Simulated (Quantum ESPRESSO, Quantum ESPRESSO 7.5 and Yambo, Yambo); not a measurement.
# A GW chain in Yambo: InP (F-43m)

How does a plane-wave GW calculation on InP (F-43m) run from the first input to the gap?

Calculated with Quantum ESPRESSO 7.5 and Yambo 5.3.0; PBE and many-body steps on it, plane waves.

The database entry behind the starting cell differs from later determinations by our own check (0.1 to 0.3 % short, probably kX units), so it need not match the best structure at ambient conditions.

**1. The structure**

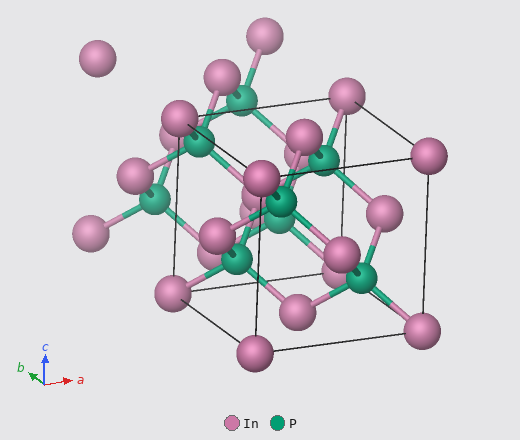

Start, viewed slightly off an axis; indium pink, phosphorus teal. 1×2×1 cells are drawn. This picture shows the conventional cell, with its axes. Bonds to atoms that aren't drawn are left out. Some periodic images of atoms are drawn too.

The cell and positions come from the Crystallography Open Database and are kept as given unless a step says otherwise.

**2. Ground state**

This step: Quantum ESPRESSO 7.5; DFT, PBE with spin-orbit coupling, plane waves, norm-conserving pseudopotentials.

The ground-state density comes first.

Input file pw.in:

```
&control
  calculation = 'scf'
  prefix = 'x'
  outdir = 'o'
  pseudo_dir = 'pseudo'
/
&system
  ibrav = 0
  nat = 2
  ntyp = 2
  ecutwfc = 80.0
  nbnd = 36
  force_symmorphic = .true.
  noncolin = .true.
  lspinorb = .true.
/
&electrons
  conv_thr = 1e-10
  electron_maxstep = 80
  mixing_beta = 0.5
/
ATOMIC_SPECIES
  In 114.82 In.upf
  P 30.974 P.upf
CELL_PARAMETERS angstrom
  -0.0000000000 2.9305000000 2.9305000000
  2.9305000000 -0.0000000000 2.9305000000
  2.9305000000 2.9305000000 -0.0000000000
ATOMIC_POSITIONS crystal
  In 0.0000000000 0.0000000000 0.0000000000
  P 0.2500000000 0.2500000000 0.2500000000
K_POINTS automatic
  6 6 6 0 0 0
```

Run with:

```bash
OMP_NUM_THREADS=1 mpirun -n 4 pw.x -nk 4 -in pw.in > pw.out
```

The program printed:

```text
Program PWSCF v.7.5 starts

     This program is part of the open-source Quantum ESPRESSO suite
     for quantum simulation of materials; please cite
         "P. Giannozzi et al., J. Phys.:Condens. Matter 21 395502 (2009);
         "P. Giannozzi et al., J. Phys.:Condens. Matter 29 465901 (2017);
         "P. Giannozzi et al., J. Chem. Phys. 152 154105 (2020);
     in publications or presentations arising from this work. More details at
     Message from routine setup:
     using ibrav=0 with symmetry is DISCOURAGED, use correct ibrav instead

     G-vector sticks info

     bravais-lattice index     =            0
     lattice parameter (alat)  =       7.8317  a.u.
     unit-cell volume          =     339.6658 (a.u.)^3
     number of atoms/cell      =            2
     number of atomic types    =            2
     number of electrons       =        26.00
     number of Kohn-Sham states=           36
     kinetic-energy cutoff     =      80.0000  Ry
     charge density cutoff     =     320.0000  Ry
     scf convergence threshold =      1.0E-10
     mixing beta               =       0.5000
     number of iterations used =            8  plain     mixing
     Exchange-correlation= PBE
                           (   1   4   3   4   0   0   0)
     Non magnetic calculation with spin-orbit

     celldm(1)=   7.831692  celldm(2)=   0.000000  celldm(3)=   0.000000
     celldm(4)=   0.000000  celldm(5)=   0.000000  celldm(6)=   0.000000

     crystal axes: (cart. coord. in units of alat)
               a(1) = (  -0.000000   0.707107   0.707107 )
               a(2) = (   0.707107  -0.000000   0.707107 )
               a(3) = (   0.707107   0.707107  -0.000000 )

     reciprocal axes: (cart. coord. in units 2 pi/alat)
               b(1) = ( -0.707107  0.707107  0.707107 )
               b(2) = (  0.707107 -0.707107  0.707107 )
               b(3) = (  0.707107  0.707107 -0.707107 )
     Pseudo is Norm-conserving + core correction, Zval = 21.0
     Generated using ONCVPSP code by D. R. Hamann
     Using radial grid of 1986 points, 10 beta functions with:
     Pseudo is Norm-conserving + core correction, Zval =  5.0
     Generated using ONCVPSP code by D. R. Hamann
     Using radial grid of 1298 points, 10 beta functions with:
     In               21.00   114.82000     In( 1.00)
     P                 5.00    30.97400     P ( 1.00)

     24 Sym. Ops. (no inversion) found

   Cartesian axes

     site n.     atom                  positions (alat units)
         1        In     tau(   1) = (   0.0000000   0.0000000   0.0000000  )
         2        P      tau(   2) = (   0.3535534   0.3535534   0.3535534  )

     number of k points=    16
                       cart. coord. in units 2pi/alat
        k(    1) = (   0.0000000   0.0000000   0.0000000), wk =   0.0046296
        k(    2) = (   0.1178511   0.1178511  -0.1178511), wk =   0.0370370
        k(    3) = (   0.2357023   0.2357023  -0.2357023), wk =   0.0370370
        k(    4) = (  -0.3535534  -0.3535534   0.3535534), wk =   0.0185185
        k(    5) = (   0.2357023   0.0000000  -0.0000000), wk =   0.0277778
        k(    6) = (   0.3535534   0.1178511  -0.1178511), wk =   0.1111111
        k(    7) = (  -0.2357023  -0.4714045   0.4714045), wk =   0.1111111
        k(    8) = (  -0.1178511  -0.3535534   0.3535534), wk =   0.1111111
        k(    9) = (   0.0000000  -0.2357023   0.2357023), wk =   0.0555556
        k(   10) = (   0.4714045   0.0000000  -0.0000000), wk =   0.0277778
     [... 4 further rows ...]
        k(   15) = (  -0.1178511  -0.3535534   0.5892557), wk =   0.1111111
        k(   16) = (  -0.7071068   0.2357023   0.0000000), wk =   0.0555556

     Dense  grid:    32743 G-vectors     FFT dimensions: (  45,  45,  45)

     Initial potential from superposition of free atoms

     starting charge      25.9959, renormalised to      26.0000
     Starting wfcs are   34 randomized atomic wfcs +    2 random wfcs

     per-process dynamical memory:    63.7 Mb

     Self-consistent Calculation

     iteration #  1     ecut=    80.00 Ry     beta= 0.50

     Threshold (ethr) on eigenvalues was too large:
     Diagonalizing with lowered threshold

     total energy              =    -412.70423301 Ry
     estimated scf accuracy    <       0.10708003 Ry

     iteration #  2     ecut=    80.00 Ry     beta= 0.50

     total energy              =    -412.72743752 Ry
     estimated scf accuracy    <       0.00820091 Ry

     iteration #  3     ecut=    80.00 Ry     beta= 0.50

     total energy              =    -412.72827234 Ry
     estimated scf accuracy    <       0.00140445 Ry

     iteration #  4     ecut=    80.00 Ry     beta= 0.50

     total energy              =    -412.72832115 Ry
     estimated scf accuracy    <       0.00002978 Ry

     iteration #  5     ecut=    80.00 Ry     beta= 0.50

     total energy              =    -412.72832896 Ry
     estimated scf accuracy    <       0.00000138 Ry

     iteration #  6     ecut=    80.00 Ry     beta= 0.50

     total energy              =    -412.72832944 Ry
     estimated scf accuracy    <       0.00000022 Ry

     iteration #  7     ecut=    80.00 Ry     beta= 0.50

     total energy              =    -412.72832949 Ry
     estimated scf accuracy    <          3.0E-09 Ry

     iteration #  8     ecut=    80.00 Ry     beta= 0.50

     total energy              =    -412.72832949 Ry
     estimated scf accuracy    <          6.0E-10 Ry

     iteration #  9     ecut=    80.00 Ry     beta= 0.50

     End of self-consistent calculation

          k = 0.0000 0.0000 0.0000 (  4111 PWs)   bands (ev):

  -106.6214-106.6214 -69.7287 -69.7287 -63.0840 -63.0840 -63.0840 -63.0840
    -6.3232  -6.3232  -6.3232  -6.3232  -5.5407  -5.5407  -5.4382  -5.4382
    -5.4382  -5.4382  -3.1994  -3.1994   8.2509   8.2509   8.3498   8.3498
     8.3498   8.3498   9.0305   9.0305  12.0975  12.0975  12.5536  12.5536
    12.5536  12.5536  16.9162  16.9163

          k = 0.1179 0.1179-0.1179 (  4095 PWs)   bands (ev):

  -106.6214-106.6214 -69.7287 -69.7287 -63.0841 -63.0841 -63.0840 -63.0840
    -6.3276  -6.3276  -6.3246  -6.3159  -5.5441  -5.5441  -5.4511  -5.4511
    -5.4331  -5.4223  -2.8852  -2.8852   6.1343   6.1343   7.9698   7.9698
     8.0476   8.0607  10.1184  10.1184  12.6054  12.6054  12.9105  12.9105
    12.9800  12.9845  16.9125  16.9260

          k = 0.2357 0.2357-0.2357 (  4128 PWs)   bands (ev):

  -106.6214-106.6214 -69.7288 -69.7288 -63.0842 -63.0842 -63.0841 -63.0841
    -6.3391  -6.3391  -6.3193  -6.3107  -5.5468  -5.5468  -5.4723  -5.4723
    -5.4109  -5.4002  -2.0760  -2.0760   3.7537   3.7537   7.4865   7.4865
     7.5867   7.5981   9.9733   9.9733  13.0721  13.0721  13.2804  13.2851
    14.6040  14.6040  17.2344  17.2348

          k =-0.3536-0.3536 0.3536 (  4092 PWs)   bands (ev):

     [... further k-points ...]

     highest occupied, lowest unoccupied level (ev):     8.3498    9.0305

!    total energy              =    -412.72832949 Ry
     estimated scf accuracy    <          4.7E-12 Ry

     The total energy is the sum of the following terms:
     one-electron contribution =    -293.21607450 Ry
     hartree contribution      =     148.89131236 Ry
     xc contribution           =     -60.29433362 Ry
     ewald contribution        =    -208.10923374 Ry

     convergence has been achieved in   9 iterations

     XML data file, charge density, pseudopotentials, collected wavefunctions

=------------------------------------------------------------------------------=
   JOB DONE.
=------------------------------------------------------------------------------=
```

Run time: 23 s. Hardware: 4 MPI ranks of Arm Neoverse V1, shared host; peak memory 0.54 GiB; 93 s of CPU time.

Numbers from this step:

```
total energy               : -5615.4550 eV
gap                        : 0.6808 eV
k of the valence top       : 0, 0, 0
k of the conduction bottom : 0, 0, 0
least direct gap           : 0.6808 eV
```

The gap is direct, at Γ.

**3. Bands along the symmetry lines**

Levels along a band path, at the cheap level, show where the edges lie and whether the meshes to come will hold them.

Input file pw.in:

```
&control
  calculation = 'bands'
  prefix = 'x'
  outdir = 'o'
  pseudo_dir = 'pseudo'
/
&system
  ibrav = 0
  nat = 2
  ntyp = 2
  ecutwfc = 80.0
  nbnd = 38
  force_symmorphic = .true.
  noncolin = .true.
  lspinorb = .true.
/
&electrons
  conv_thr = 1e-9
  electron_maxstep = 80
  diago_full_acc = .true.
  diago_thr_init = 5e-6
/
ATOMIC_SPECIES
  In 114.82 In.upf
  P 30.974 P.upf
CELL_PARAMETERS angstrom
  -0.0000000000 2.9305000000 2.9305000000
  2.9305000000 -0.0000000000 2.9305000000
  2.9305000000 2.9305000000 -0.0000000000
ATOMIC_POSITIONS crystal
  In 0.0000000000 0.0000000000 0.0000000000
  P 0.2500000000 0.2500000000 0.2500000000
K_POINTS crystal
  50
  0.00000000 0.00000000 0.00000000 1
  -0.06250000 -0.06250000 0.00000000 1
  -0.12500000 -0.12500000 0.00000000 1
  -0.18750000 -0.18750000 0.00000000 1
  -0.25000000 -0.25000000 0.00000000 1
  -0.31250000 -0.31250000 0.00000000 1
  -0.37500000 -0.37500000 0.00000000 1
  -0.43750000 -0.43750000 0.00000000 1
  -0.50000000 -0.50000000 0.00000000 1
  -0.48437500 -0.48437500 0.03125000 1
  -0.46875000 -0.46875000 0.06250000 1
  -0.45312500 -0.45312500 0.09375000 1
  -0.43750000 -0.43750000 0.12500000 1
  -0.42187500 -0.42187500 0.15625000 1
  -0.40625000 -0.40625000 0.18750000 1
  -0.39062500 -0.39062500 0.21875000 1
  -0.37500000 -0.37500000 0.25000000 1
  -0.37500000 0.00000000 0.37500000 1
  -0.32812500 0.00000000 0.32812500 1
  -0.28125000 0.00000000 0.28125000 1
  -0.23437500 0.00000000 0.23437500 1
  -0.18750000 0.00000000 0.18750000 1
  -0.14062500 0.00000000 0.14062500 1
  -0.09375000 0.00000000 0.09375000 1
  -0.04687500 0.00000000 0.04687500 1
  0.00000000 0.00000000 0.00000000 1
  0.00000000 0.00000000 0.06250000 1
  0.00000000 0.00000000 0.12500000 1
  0.00000000 0.00000000 0.18750000 1
  0.00000000 0.00000000 0.25000000 1
  0.00000000 0.00000000 0.31250000 1
  0.00000000 0.00000000 0.37500000 1
  0.00000000 0.00000000 0.43750000 1
  -0.00000000 -0.00000000 0.50000000 1
  -0.06250000 -0.03125000 0.46875000 1
  -0.12500000 -0.06250000 0.43750000 1
  -0.18750000 -0.09375000 0.40625000 1
  -0.25000000 -0.12500000 0.37500000 1
  -0.31250000 -0.15625000 0.34375000 1
  -0.37500000 -0.18750000 0.31250000 1
  -0.43750000 -0.21875000 0.28125000 1
  -0.50000000 -0.25000000 0.25000000 1
  -0.50000000 -0.28125000 0.21875000 1
  -0.50000000 -0.31250000 0.18750000 1
  -0.50000000 -0.34375000 0.15625000 1
  -0.50000000 -0.37500000 0.12500000 1
  -0.50000000 -0.40625000 0.09375000 1
  -0.50000000 -0.43750000 0.06250000 1
  -0.50000000 -0.46875000 0.03125000 1
  -0.50000000 -0.50000000 0.00000000 1
```

The program printed:

```text
[banner, memory and clock lines left out]
Program PWSCF v.7.5 starts

     Atomic positions and unit cell read from directory:
     o/x.save/

     Message from routine setup:
     using ibrav=0 with symmetry is DISCOURAGED, use correct ibrav instead

     G-vector sticks info

     bravais-lattice index     =            0
     lattice parameter (alat)  =       7.8317  a.u.
     unit-cell volume          =     339.6658 (a.u.)^3
     number of atoms/cell      =            2
     number of atomic types    =            2
     number of electrons       =        26.00
     number of Kohn-Sham states=           38
     kinetic-energy cutoff     =      80.0000  Ry
     charge density cutoff     =     320.0000  Ry
     Exchange-correlation= PBE
                           (   1   4   3   4   0   0   0)
     Non magnetic calculation with spin-orbit

     celldm(1)=   7.831692  celldm(2)=   0.000000  celldm(3)=   0.000000
     celldm(4)=   0.000000  celldm(5)=   0.000000  celldm(6)=   0.000000

     crystal axes: (cart. coord. in units of alat)
               a(1) = (  -0.000000   0.707107   0.707107 )
               a(2) = (   0.707107  -0.000000   0.707107 )
               a(3) = (   0.707107   0.707107  -0.000000 )

     reciprocal axes: (cart. coord. in units 2 pi/alat)
               b(1) = ( -0.707107  0.707107  0.707107 )
               b(2) = (  0.707107 -0.707107  0.707107 )
               b(3) = (  0.707107  0.707107 -0.707107 )
     Pseudo is Norm-conserving + core correction, Zval = 21.0
     Generated using ONCVPSP code by D. R. Hamann
     Using radial grid of 1986 points, 10 beta functions with:
     Pseudo is Norm-conserving + core correction, Zval =  5.0
     Generated using ONCVPSP code by D. R. Hamann
     Using radial grid of 1298 points, 10 beta functions with:
     In               21.00   114.82000     In( 1.00)
     P                 5.00    30.97400     P ( 1.00)

     24 Sym. Ops. (no inversion) found

   Cartesian axes

     site n.     atom                  positions (alat units)
         1        In     tau(   1) = (   0.0000000   0.0000000   0.0000000  )
         2        P      tau(   2) = (   0.3535534   0.3535534   0.3535534  )

     number of k points=    50
                       cart. coord. in units 2pi/alat
        k(    1) = (   0.0000000   0.0000000   0.0000000), wk =   0.0200000
        k(    2) = (   0.0000000   0.0000000  -0.0883883), wk =   0.0200000
        k(    3) = (   0.0000000   0.0000000  -0.1767767), wk =   0.0200000
[...]
[... 38 further rows ...]
        k(   49) = (   0.0441942  -0.0000000  -0.7071068), wk =   0.0200000
        k(   50) = (   0.0000000   0.0000000  -0.7071068), wk =   0.0200000

     Dense  grid:    32743 G-vectors     FFT dimensions: (  45,  45,  45)

     The potential is recalculated from file :
     o/x.save/charge-density

     Starting wfcs are   34 randomized atomic wfcs +    4 random wfcs

     Band Structure Calculation

     End of band structure calculation

          k = 0.0000 0.0000 0.0000 (  4111 PWs)   bands (ev):

  -106.6215-106.6215 -69.7287 -69.7287 -63.0840 -63.0840 -63.0840 -63.0840
    -6.3232  -6.3232  -6.3232  -6.3232  -5.5408  -5.5408  -5.4382  -5.4382
    -5.4382  -5.4382  -3.1994  -3.1994   8.2509   8.2509   8.3498   8.3498
     8.3498   8.3498   9.0305   9.0305  12.0975  12.0975  12.5536  12.5536
    12.5536  12.5536  16.9163  16.9163  17.7332  17.7332

          k = 0.0000 0.0000-0.0884 (  4103 PWs)   bands (ev):

  -106.6214-106.6214 -69.7287 -69.7287 -63.0841 -63.0841 -63.0841 -63.0841
[...]
12.7501  12.7501  17.0951  17.0951  17.2700  17.2700

          k = 0.0000 0.0000-0.1768 (  4100 PWs)   bands (ev):

  -106.6215-106.6215 -69.7287 -69.7287 -63.0841 -63.0841 -63.0841 -63.0841
[...]
13.2677  13.2677  16.1212  16.1212  17.8786  17.8786

          k =-0.0000 0.0000-0.2652 (  4084 PWs)   bands (ev):

[...]
k = 0.0000 0.0000-0.3536 (  4088 PWs)   bands (ev):

[...]
k = 0.0000-0.0000-0.4419 (  4092 PWs)   bands (ev):

[...]
k =-0.0000 0.0000-0.5303 (  4100 PWs)   bands (ev):

[...]
k = 0.0000-0.0000-0.6187 (  4100 PWs)   bands (ev):

[...]
k = 0.5303-0.0000-0.5303 (  4103 PWs)   bands (ev):

[...]
k = 0.0000 0.0000 0.0000 (  4111 PWs)   bands (ev):

[...]
k = 0.1326 0.0000-0.7071 (  4114 PWs)   bands (ev):

[...]
k = 0.0884-0.0000-0.7071 (  4118 PWs)   bands (ev):

[...]
k = 0.0442-0.0000-0.7071 (  4116 PWs)   bands (ev):

  -106.6215-106.6215 -69.7288 -69.7288 -63.0843 -63.0843 -63.0842 -63.0842
[...]
17.6275  17.7013  18.0158  18.0618  19.1721  19.1724

          k = 0.0000 0.0000-0.7071 (  4088 PWs)   bands (ev):

  -106.6214-106.6214 -69.7288 -69.7288 -63.0843 -63.0843 -63.0842 -63.0842
[...]
-5.3937  -5.3937  -0.8214  -0.8214   2.5711   2.5711   5.9449   5.9449
     6.0439   6.0439  10.0785  10.0785  10.5886  10.5886  17.5452  17.5452
    17.7558  17.7558  18.0280  18.0280  19.0959  19.0960

     XML data file, pseudopotentials, collected wavefunctions
```

It took 23 s on 4 MPI ranks; peak memory 0.4 GiB.

Numbers from this step:

```yaml
gap: 0.6808 eV
k_of_the_valence_top: 0, 0, 0
k_of_the_conduction_bottom: 0, 0, 0
least_direct_gap: 0.6808 eV
```

The gap is 0.681 eV, as in the run before at this level.

The electronic bands at the labelled points (eV, zero at the top of the highest filled band):

| point | band 23 | band 24 | band 25 | band 26 | band 27 | band 28 | band 29 | band 30 |
| --- | --- | --- | --- | --- | --- | --- | --- | --- |
| Γ | 0.00 | 0.00 | 0.00 | 0.00 | 0.68 | 0.68 | 3.75 | 3.75 |
| X | -2.40 | -2.40 | -2.31 | -2.31 | 1.73 | 1.73 | 2.24 | 2.24 |
| U | -3.39 | -3.29 | -1.98 | -1.97 | 2.32 | 2.33 | 4.35 | 4.37 |
| jump to K | -3.39 | -3.29 | -1.98 | -1.97 | 2.32 | 2.33 | 4.35 | 4.37 |
| Γ | 0.00 | 0.00 | 0.00 | 0.00 | 0.68 | 0.68 | 3.75 | 3.75 |
| L | -1.06 | -1.06 | -0.95 | -0.95 | 1.47 | 1.47 | 4.69 | 4.69 |
| W | -3.07 | -2.98 | -2.93 | -2.88 | 4.26 | 4.26 | 4.34 | 4.37 |
| X | -2.40 | -2.40 | -2.31 | -2.31 | 1.73 | 1.73 | 2.24 | 2.24 |

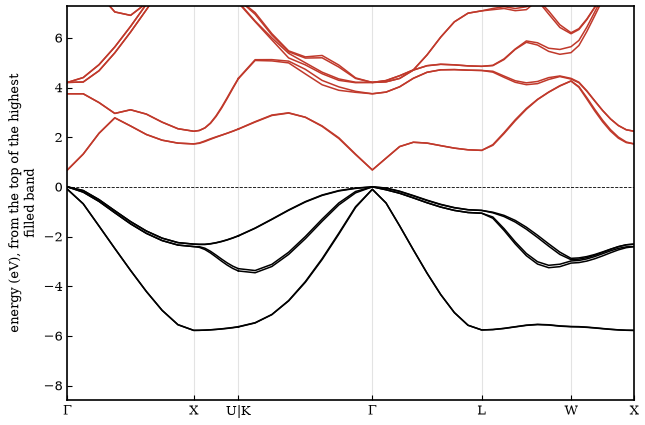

Electronic bands along the path; lines of filled and empty bands in two colours.

(Continued in part 2 of 3.)

[Paths, hosts, dates, memory and timing lines, banners, echoed tables and standing remarks are left out of the program output.]

[Logs are printed without paths, hosts, clocks, repeated set-up lines and the standing remarks that a program may print on its own settings, such as how far it seeks lower states.]

[Runs of the session that timed out or met a known fault of the program may be left out.]

[Hosts, paths, dates, database ids (printed as entryN), source tags and the programs' standing remarks are cut or masked in the printed files.]
